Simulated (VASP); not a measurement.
Band structure of Se (trig). These are revTPSS meta-GGA, VASP's PBE PAW potentials (set 64) (plane waves; VASP) values and carry that method's errors.

The path is coarsely sampled, so an indirect gap can come out somewhat too large. Without a dispersion term in the relaxation, distances and binding between the weakly bound layers, chains or molecules are unreliable, and so is what depends on them.

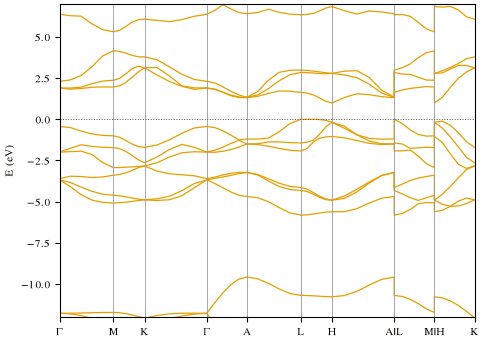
Fig. 1. Bands along high-symmetry lines, zero at the valence-band maximum or, without a gap, the Fermi level

Question: Read the plot: is there a gap, and where are the band edges?

Answer: The gap is indirect, 0.99 eV, from the valence maximum at L-H at 0.40 to the conduction minimum at H.

The compound is Se in the trig structure. It was relaxed first.
